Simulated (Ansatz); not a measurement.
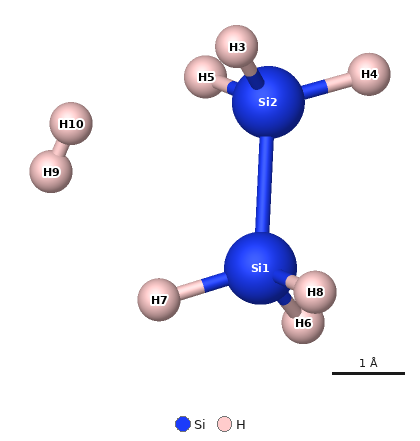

Fig. 1: The starting structure (ball-and-stick view, seen at a tilt; atoms are numbered from 1 in the order of the input).

**Si2H8: nudged elastic band**

Si2H8, computed with RKS B3LYP-D4/def2-SVP (Ansatz 0.2.0).

It belongs to a series of runs on one base structure; here: band between the two ends. Figures and captions count atoms from 1; the log counts them from 0 in places.

The input:
```yaml
crystal:
  periodic: [false, false, false]
  atoms:
    - { symbol: Si, position_ang: [0.428977, -0.159303, 0.088739] }
    - { symbol: Si, position_ang: [0.324144, -0.121565, 2.438794] }
    - { symbol: H, position_ang: [-0.989032, -0.642984, 2.920624] }
    - { symbol: H, position_ang: [1.410136, -0.972946, 3.010824] }
    - { symbol: H, position_ang: [0.498265, 1.274201, 2.940819] }
    - { symbol: H, position_ang: [1.801245, 0.213492, -0.36875] }
    - { symbol: H, position_ang: [-0.544659, 0.807028, -0.499836] }
    - { symbol: H, position_ang: [0.112449, -1.527447, -0.420007] }
    - { symbol: H, position_ang: [-3.029433, 0.767587, 0.799879] }
    - { symbol: H, position_ang: [-3.144894, 0.361937, 1.432316] }
basis:
  gaussian: { orbitals: def2-SVP }
hamiltonian:
  xc: b3lyp
  dispersion: d4
neb:
  order_check: false
  images: 7
  f_tol: 0.05
  max_iterations: 60
  final_atoms:
    - { symbol: Si, position_ang: [-0.40314731, 0.20475233, -0.76834759] }
    - { symbol: Si, position_ang: [-0.22310278, -0.2054114, 3.23750265] }
    - { symbol: H, position_ang: [-0.6498272, -0.61555211, 4.6054849] }
    - { symbol: H, position_ang: [0.7910018, -1.16686128, 2.72117311] }
    - { symbol: H, position_ang: [0.36409842, 1.16301246, 3.28596545] }
    - { symbol: H, position_ang: [0.52588462, 0.8448176, 0.20676729] }
    - { symbol: H, position_ang: [0.0475976, 0.51788013, -2.1560941] }
    - { symbol: H, position_ang: [-0.39667495, -1.27113583, -0.56183996] }
    - { symbol: H, position_ang: [-1.78133603, 0.73317167, -0.56139989] }
    - { symbol: H, position_ang: [-1.40729617, -0.20467357, 2.33419015] }
  initial_path:
    images:
      - { positions_ang: [[0.428977, -0.159303, 0.088739], [0.324144, -0.121565, 2.438794], [-0.989032, -0.642984, 2.920624], [1.410136, -0.972946, 3.010824], [0.498265, 1.274201, 2.940819], [1.801245, 0.213492, -0.36875], [-0.544659, 0.807028, -0.499836], [0.112449, -1.527447, -0.420007], [-3.029433, 0.767587, 0.799879], [-3.144894, 0.361937, 1.432316]] }
      - { positions_ang: [[0.32368218, -0.11843508, 0.06705741], [0.24098125, -0.0901713, 2.47208573], [-1.07201094, -0.5872032, 2.95322248], [1.31013006, -0.95922255, 3.02456206], [0.44270825, 1.29311374, 2.97092905], [1.69781802, 0.16566494, -0.39542311], [-0.58157138, 0.90189942, -0.49701844], [-0.08095871, -1.444606, -0.43713415], [-2.68851155, 0.57126941, 0.73651047], [-2.72506918, 0.26769062, 1.4486105]] }
      - { positions_ang: [[0.21838736, -0.07756717, 0.04537583], [0.15781851, -0.05877761, 2.50537746], [-1.15498989, -0.5314224, 2.98582096], [1.21012413, -0.9454991, 3.03830011], [0.3871515, 1.31202648, 3.0010391], [1.59439105, 0.11783789, -0.42209622], [-0.61848377, 0.99677084, -0.49420089], [-0.27436643, -1.361765, -0.4542613], [-2.34759011, 0.37495182, 0.67314194], [-2.30524436, 0.17344425, 1.464905]] }
      - { positions_ang: [[0.11309254, -0.03669925, 0.02369424], [0.07465576, -0.02738391, 2.53866919], [-1.23796883, -0.4756416, 3.01841944], [1.11011819, -0.93177565, 3.05203817], [0.33159476, 1.33093922, 3.03114915], [1.49096407, 0.07001083, -0.44876933], [-0.65539615, 1.09164226, -0.49138333], [-0.46777414, -1.278924, -0.47138844], [-2.00666866, 0.17863423, 0.60977341], [-1.88541954, 0.07919787, 1.4811995]] }
      - { positions_ang: [[0.00779772, 0.00416867, 0.00201265], [-0.00850699, 0.00400979, 2.57196092], [-1.32094777, -0.4198608, 3.05101792], [1.01011225, -0.9180522, 3.06577623], [0.27603801, 1.34985196, 3.0612592], [1.3875371, 0.02218378, -0.47544244], [-0.69230853, 1.18651368, -0.48856577], [-0.66118186, -1.196083, -0.48851559], [-1.66574721, -0.01768336, 0.54640488], [-1.46559472, -0.0150485, 1.497494]] }
      - { positions_ang: [[-0.09493854, 0.05431458, -0.19057741], [-0.06215593, -0.04834551, 2.73834636], [-1.15316763, -0.46878362, 3.43963467], [0.95533464, -0.98025447, 2.97962545], [0.29805311, 1.30314208, 3.11743576], [1.17212398, 0.22784223, -0.30489001], [-0.507332, 1.01935529, -0.90544785], [-0.59505513, -1.21484621, -0.50684668], [-1.69464442, 0.1700304, 0.26945369], [-1.45102008, -0.06245477, 1.70666804]] }
      - { positions_ang: [[-0.1976748, 0.1044605, -0.38316747], [-0.11580488, -0.10070081, 2.90473179], [-0.98538748, -0.51770645, 3.82825141], [0.90055703, -1.04245674, 2.89347467], [0.32006821, 1.25643221, 3.17361232], [0.95671086, 0.43350069, -0.13433758], [-0.32235547, 0.85219691, -1.32232994], [-0.5289284, -1.23360942, -0.52517778], [-1.72354162, 0.35774415, -0.0074975], [-1.43644544, -0.10986104, 1.91584208]] }
      - { positions_ang: [[-0.30041105, 0.15460641, -0.57575753], [-0.16945383, -0.1530561, 3.07111722], [-0.81760734, -0.56662928, 4.21686816], [0.84577941, -1.10465901, 2.80732389], [0.34208331, 1.20972233, 3.22978888], [0.74129774, 0.63915915, 0.03621486], [-0.13737893, 0.68503852, -1.73921202], [-0.46280168, -1.25237262, -0.54350887], [-1.75243883, 0.54545791, -0.2844487], [-1.4218708, -0.1572673, 2.12501611]] }
      - { positions_ang: [[-0.40314731, 0.20475233, -0.76834759], [-0.22310278, -0.2054114, 3.23750265], [-0.6498272, -0.61555211, 4.6054849], [0.7910018, -1.16686128, 2.72117311], [0.36409842, 1.16301246, 3.28596545], [0.52588462, 0.8448176, 0.20676729], [0.0475976, 0.51788013, -2.1560941], [-0.39667495, -1.27113583, -0.56183996], [-1.78133603, 0.73317167, -0.56139989], [-1.40729617, -0.20467357, 2.33419015]] }
```

Machine: 1 thread of Intel Xeon (Granite Rapids), 32 GiB of memory available, shared host.

Launched with:
```bash
ansatz run input.yaml --threads 1 --pin off --max-ram 2048MiB --backend cpu --events-out ev --progress --plain --runs-dir out
```

The program's output:
```
Engine: ansatz 0.2.0, x86_64-unknown-linux-gnu
Functional definition: B3LYP
  parameter a0 = 0.2
  parameter ax = 0.72
  parameter ac = 0.81
  exchange = (1 - a0 - ax)*slater_x + ax*b88_x + a0*exact_x
  correlation = (1 - ac)*vwn_rpa_c + ac*lyp_c
788 factors; integrals over basis functions are off by at most 2.8e-4 eV
mean field evaluation 1: about -15880.2453 eV, gradient 1.1e1 eV
mean field evaluation 2: about -15880.7431 eV, gradient 3.1e0 eV
mean field evaluation 4: about -15880.7837 eV, gradient 9.3e-2 eV
mean field evaluation 8: about -15880.7816 eV, gradient 6.7e-5 eV
mean field -15880.78157308 eV, -583.6079584305 hartree, gradient 6.4e-5 eV, S^2 0.000000; 0 other end points of the search recorded, 0 dependent functions left out
the calculation of the forces begins
reference -15880.78184246 eV, -583.6079683298 hartree; 18, 18 occupied and 58, 58 virtual orbitals, 788 factors
788 factors; integrals over basis functions are off by at most 9.2e-4 eV
mean field evaluation 16: about -15881.1164 eV, gradient 1.2e-3 eV
mean field -15881.11642853 eV, -583.6202641410 hartree, gradient 2.1e-5 eV, S^2 0.000000; 0 other end points of the search recorded, 0 dependent functions left out
[... from here on the field's lines of each further geometry are left out, up to the last ...]
NEB iter   1: max|band force component| = 8.783e0 eV/Å  barrier→ = 6.4336 eV  barrier← = 6.7354 eV  Δτ_max = 0.2000 Å  (180 SCF iters)
NEB iter   2: max|band force component| = 3.958e0 eV/Å  barrier→ = 3.8746 eV  barrier← = 4.1763 eV  Δτ_max = 0.2000 Å  (158 SCF iters)
NEB iter   3: max|band force component| = 1.059e0 eV/Å  barrier→ = 2.2987 eV  barrier← = 2.6004 eV  Δτ_max = 0.2000 Å  (150 SCF iters)
NEB iter   4: max|band force component| = 8.695e-1 eV/Å  barrier→ = 2.8342 eV  barrier← = 3.1360 eV  Δτ_max = 0.1991 Å  (146 SCF iters)
NEB iter   5: max|band force component| = 8.017e-1 eV/Å  barrier→ = 3.3506 eV  barrier← = 3.6524 eV  Δτ_max = 0.2000 Å  (145 SCF iters)
NEB iter   6: max|band force component| = 8.877e-1 eV/Å  barrier→ = 3.5905 eV  barrier← = 3.8923 eV  Δτ_max = 0.1019 Å  (148 SCF iters)
NEB iter   7: max|band force component| = 7.638e-1 eV/Å  barrier→ = 3.4016 eV  barrier← = 3.7033 eV  Δτ_max = 0.1013 Å  (141 SCF iters)
NEB iter   8: max|band force component| = 1.060e0 eV/Å  barrier→ = 3.2039 eV  barrier← = 3.5057 eV  Δτ_max = 0.0436 Å  (141 SCF iters)
NEB iter   9: max|band force component| = 1.129e0 eV/Å  barrier→ = 3.1128 eV  barrier← = 3.4145 eV  Δτ_max = 0.2000 Å  (137 SCF iters)
NEB iter  10: max|band force component| = 1.276e0 eV/Å  barrier→ = 2.7306 eV  barrier← = 3.0324 eV  Δτ_max = 0.2000 Å  (139 SCF iters)
NEB iter  11: max|band force component| = 2.186e0 eV/Å  barrier→ = 2.6877 eV  barrier← = 2.9894 eV  Δτ_max = 0.1001 Å  (142 SCF iters)
NEB iter  12: max|band force component| = 1.110e0 eV/Å  barrier→ = 2.4296 eV  barrier← = 2.7313 eV  CI = image 4  Δτ_max = 0.2000 Å  (137 SCF iters)
NEB iter  13: max|band force component| = 1.364e0 eV/Å  barrier→ = 3.0481 eV  barrier← = 3.3498 eV  CI = image 4  Δτ_max = 0.0999 Å  (144 SCF iters)
NEB iter  14: max|band force component| = 9.040e-1 eV/Å  barrier→ = 3.1357 eV  barrier← = 3.4374 eV  CI = image 4  Δτ_max = 0.0881 Å  (141 SCF iters)
NEB iter  15: max|band force component| = 3.977e-1 eV/Å  barrier→ = 3.0782 eV  barrier← = 3.3799 eV  CI = image 4  Δτ_max = 0.0977 Å  (136 SCF iters)
NEB iter  16: max|band force component| = 3.293e-1 eV/Å  barrier→ = 3.0529 eV  barrier← = 3.3547 eV  CI = image 4  Δτ_max = 0.0750 Å  (136 SCF iters)
NEB iter  17: max|band force component| = 2.104e-1 eV/Å  barrier→ = 3.0496 eV  barrier← = 3.3513 eV  CI = image 4  Δτ_max = 0.0952 Å  (134 SCF iters)
NEB iter  18: max|band force component| = 1.549e-1 eV/Å  barrier→ = 3.0484 eV  barrier← = 3.3501 eV  CI = image 4  Δτ_max = 0.0523 Å  (135 SCF iters)
NEB iter  19: max|band force component| = 9.604e-2 eV/Å  barrier→ = 3.0457 eV  barrier← = 3.3474 eV  CI = image 4  Δτ_max = 0.0486 Å  (135 SCF iters)
NEB iter  20: max|band force component| = 9.763e-2 eV/Å  barrier→ = 3.0455 eV  barrier← = 3.3473 eV  CI = image 4  Δτ_max = 0.0243 Å  (135 SCF iters)
the calculation of the forces begins
reference -15881.11464092 eV, -583.6201984477 hartree; 18, 18 occupied and 58, 58 virtual orbitals, 788 factors
790 factors; integrals over basis functions are off by at most 9.2e-4 eV
mean field -15877.70493755 eV, -583.4948941598 hartree, gradient 6.3e-6 eV, S^2 0.000000; 1 other end points of the search recorded, 0 dependent functions left out
the calculation of the forces begins
reference -15877.70520989 eV, -583.4949041683 hartree; 18, 18 occupied and 58, 58 virtual orbitals, 790 factors
NEB iter  21: max|band force component| = 3.516e-2 eV/Å  barrier→ = 3.0447 eV  barrier← = 3.3465 eV  CI = image 4  Δτ_max = 0.0000 Å  (273 SCF iters)
```

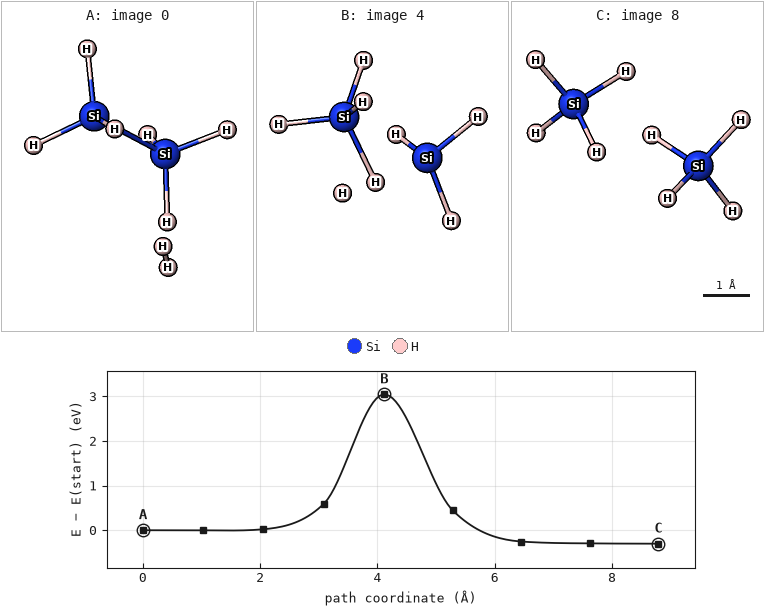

Fig. 2: Images of the last band (counted from 0; ball-and-stick, seen at a tilt) above the energy along the path; the line is a cubic interpolation that uses the forces. The highest image is number 4, 3.045 eV above the start and 3.346 eV above the end (the climbing image); the end lies 0.302 eV below the start. The path is 8.79 Å long. The band converged in 21 iterations.

```
Total energy: -15877.98333614 eV, -583.5051251195 hartree
Atom 0 at    -0.289272     0.035968    -0.021870 Å, force    -0.010117     0.000438     0.018488 eV/Å
Atom 1 at    -0.091977    -0.012098     2.670331 Å, force     0.011112    -0.002597    -0.003122 eV/Å
Atom 2 at    -1.137506    -0.188801     3.728115 Å, force    -0.007273     0.002664     0.000136 eV/Å
Atom 3 at     0.903840    -1.118667     2.754461 Å, force    -0.000241     0.001106     0.000194 eV/Å
Atom 4 at     0.586308     1.304251     2.844662 Å, force     0.001483    -0.000159    -0.001020 eV/Å
Atom 5 at     1.203293     0.215936     0.266251 Å, force    -0.016997    -0.000564    -0.001054 eV/Å
Atom 6 at    -0.642925     1.308473    -0.717974 Å, force     0.004215    -0.001171     0.002954 eV/Å
Atom 7 at    -0.341841    -1.287087    -0.708010 Å, force     0.006073    -0.001564    -0.004124 eV/Å
Atom 8 at    -1.997804    -0.156556     0.296666 Å, force     0.009438     0.001123     0.013342 eV/Å
Atom 9 at    -1.324918    -0.101418     1.230772 Å, force     0.002309     0.000722    -0.025793 eV/Å
Dipole moment:    -0.030024    -0.004132     0.036583 e Å
this run last wrote the band of iteration 21 to [file]
```

The last band as extended XYZ (Å, eV, eV/Å):
```
10
Properties=species:S:1:pos:R:3:forces:R:3 image=0 energy=-15881.02781
Si    0.4290   -0.1593    0.0887   -0.0034  -0.0054  -0.0214
Si    0.3241   -0.1216    2.4388    0.0040   0.0020   0.0214
H    -0.9890   -0.6430    2.9206    0.0053   0.0027  -0.0108
H     1.4101   -0.9729    3.0108   -0.0032   0.0041  -0.0070
H     0.4983    1.2742    2.9408   -0.0007  -0.0048  -0.0032
H     1.8012    0.2135   -0.3688   -0.0047  -0.0019   0.0106
H    -0.5447    0.8070   -0.4998    0.0018  -0.0033   0.0067
H     0.1124   -1.5274   -0.4200    0.0014   0.0062   0.0038
H    -3.0294    0.7676    0.7999    0.0013   0.0047  -0.0115
H    -3.1449    0.3619    1.4323   -0.0017  -0.0043   0.0114
10
Properties=species:S:1:pos:R:3:forces:R:3 image=1 energy=-15881.02977
Si    0.4038   -0.0495    0.1530    0.0012   0.0038   0.0028
Si    0.4268   -0.0486    2.5055   -0.0081   0.0008  -0.0016
H    -0.9426   -0.3093    3.0392   -0.0039   0.0028   0.0048
H     1.3465   -1.1105    3.0118   -0.0029  -0.0036  -0.0030
H     0.8967    1.2728    3.0178    0.0013   0.0013  -0.0014
H     1.7962    0.0924   -0.3672    0.0022   0.0020  -0.0043
H    -0.4161    1.0858   -0.3628   -0.0034   0.0014   0.0019
H    -0.1696   -1.3288   -0.3592   -0.0035  -0.0048   0.0000
H    -3.2383    0.3461    0.5024    0.0084  -0.0027   0.0004
H    -3.2364    0.0495    1.2029    0.0087  -0.0009   0.0003
10
Properties=species:S:1:pos:R:3:forces:R:3 image=2 energy=-15881.00595
Si    0.2466    0.0342    0.1558    0.0250  -0.0016   0.0200
Si    0.2787    0.0120    2.5118    0.0213   0.0052  -0.0155
H    -1.0771   -0.0962    3.1280   -0.0002   0.0016  -0.0471
H     1.0940   -1.1513    2.9703    0.0179  -0.0012   0.0212
H     0.9155    1.2709    2.9999    0.0165   0.0008   0.0204
H     1.6642    0.1099   -0.3037    0.0338   0.0007  -0.0362
H    -0.4899    1.2164   -0.3787    0.0118   0.0043   0.0214
H    -0.3681   -1.2081   -0.3961    0.0135  -0.0031   0.0152
H    -2.7814   -0.0697    0.4588   -0.0676  -0.0004  -0.0402
H    -2.6153   -0.1182    1.1974   -0.0720  -0.0063   0.0408
10
Properties=species:S:1:pos:R:3:forces:R:3 image=3 energy=-15880.43487
Si    0.0220    0.0477    0.1465    0.4359   0.0305   0.2098
Si    0.0752    0.0106    2.5401    0.1908   0.0251  -0.1548
H    -1.1148   -0.1385    3.4482   -0.0356   0.0096  -0.3840
H     0.9868   -1.1340    2.8256    0.1075   0.0076   0.1111
H     0.7348    1.3000    2.8935    0.1033   0.0078   0.1019
H     1.4901    0.1857   -0.0042    0.3877   0.0267  -0.3023
H    -0.6196    1.2187   -0.5357    0.0343  -0.1061   0.2371
H    -0.4003   -1.2173   -0.5374    0.0207   0.1060   0.2028
H    -2.3561   -0.1492    0.4589   -0.4381  -0.0405   0.1636
H    -1.9508   -0.1237    1.1078   -0.8064  -0.0668  -0.1852
10
Properties=species:S:1:pos:R:3:forces:R:3 image=4 energy=-15877.98306
Si   -0.2893    0.0360   -0.0219   -0.0101   0.0004   0.0185
Si   -0.0920   -0.0121    2.6703    0.0111  -0.0026  -0.0031
H    -1.1375   -0.1888    3.7281   -0.0073   0.0027   0.0001
H     0.9038   -1.1187    2.7545   -0.0002   0.0011   0.0002
H     0.5863    1.3043    2.8447    0.0015  -0.0002  -0.0010
H     1.2033    0.2159    0.2663   -0.0170  -0.0006  -0.0011
H    -0.6429    1.3085   -0.7180    0.0042  -0.0012   0.0030
H    -0.3418   -1.2871   -0.7080    0.0061  -0.0016  -0.0041
H    -1.9978   -0.1566    0.2967    0.0094   0.0011   0.0133
H    -1.3249   -0.1014    1.2308    0.0023   0.0007  -0.0258
10
Properties=species:S:1:pos:R:3:forces:R:3 image=5 energy=-15880.58284
Si   -0.4054    0.0418   -0.4108   -0.1708  -0.0073  -0.4845
Si   -0.1974   -0.0395    2.9074   -0.1019  -0.0202   0.3008
H    -1.0474   -0.2059    4.1052    0.1288  -0.0023   0.4751
H     0.8311   -1.1149    2.7967   -0.0725  -0.0138   0.0420
H     0.4932    1.2840    2.8907   -0.0791  -0.0218   0.0413
H     0.8447    0.2061    0.4071   -0.4215  -0.0285   0.1663
H    -0.5033    1.3055   -1.1772    0.1555  -0.0005  -0.5520
H    -0.2090   -1.2483   -1.1168    0.1321   0.0466  -0.4917
H    -1.7801   -0.1013    0.1577    0.2512   0.0737  -0.1506
H    -1.1592   -0.1275    1.7834    0.1782  -0.0259   0.6534
10
Properties=species:S:1:pos:R:3:forces:R:3 image=6 energy=-15881.28133
Si   -0.3846    0.0686   -0.7315   -0.0061  -0.0024  -0.0361
Si   -0.2415   -0.0682    3.1999   -0.0139  -0.0027   0.0244
H    -0.7512   -0.2004    4.5924    0.0340   0.0004   0.0631
H     0.7518   -1.1432    2.9187   -0.0050  -0.0050   0.0154
H     0.4067    1.2621    3.0209   -0.0107  -0.0009   0.0154
H     0.6601    0.2272    0.3192   -0.0160   0.0050  -0.0043
H    -0.3274    1.2394   -1.6492    0.0188   0.0001  -0.0620
H    -0.1280   -1.1941   -1.4788    0.0120   0.0044  -0.0469
H    -1.7333    0.0017   -0.1063    0.0066   0.0100  -0.0313
H    -1.3854   -0.1930    2.2581   -0.0197  -0.0091   0.0621
10
Properties=species:S:1:pos:R:3:forces:R:3 image=7 energy=-15881.32278
Si   -0.3782    0.1621   -0.8145    0.0036   0.0001  -0.0017
Si   -0.2490   -0.1614    3.2826    0.0023  -0.0006   0.0040
H    -0.6593   -0.3473    4.7038    0.0019  -0.0019   0.0003
H     0.9206   -1.0348    2.9837    0.0017   0.0013   0.0014
H     0.1199    1.2638    3.0533   -0.0031  -0.0012   0.0010
H     0.6713    0.3267    0.2311   -0.0024   0.0036  -0.0022
H     0.0052    0.9436   -2.0244    0.0029  -0.0044  -0.0049
H    -0.4982   -1.2806   -1.1688   -0.0024   0.0001   0.0045
H    -1.6819    0.6581   -0.2928   -0.0024   0.0076  -0.0033
H    -1.3834   -0.5301    2.3894   -0.0020  -0.0047   0.0008
10
Properties=species:S:1:pos:R:3:forces:R:3 image=8 energy=-15881.32954
Si   -0.4031    0.2048   -0.7683    0.0020   0.0115  -0.0196
Si   -0.2231   -0.2054    3.2375    0.0121   0.0024   0.0085
H    -0.6498   -0.6156    4.6055    0.0038  -0.0016   0.0059
H     0.7910   -1.1669    2.7212    0.0026  -0.0006   0.0000
H     0.3641    1.1630    3.2860   -0.0009  -0.0009   0.0019
H     0.5259    0.8448    0.2068   -0.0055  -0.0045  -0.0051
H     0.0476    0.5179   -2.1561   -0.0071  -0.0099   0.0247
H    -0.3967   -1.2711   -0.5618   -0.0007   0.0079   0.0000
H    -1.7813    0.7332   -0.5614    0.0118  -0.0037  -0.0009
H    -1.4073   -0.2047    2.3342   -0.0182  -0.0006  -0.0154
```

Key numbers:

```tsv
quantity	value
outcome	converged
barrier, forward	3.045 eV
barrier, backward	3.346 eV
wall time	2.7 min
peak memory	0.18 GiB
```

Remarks:

The order of the saddle point was not checked.
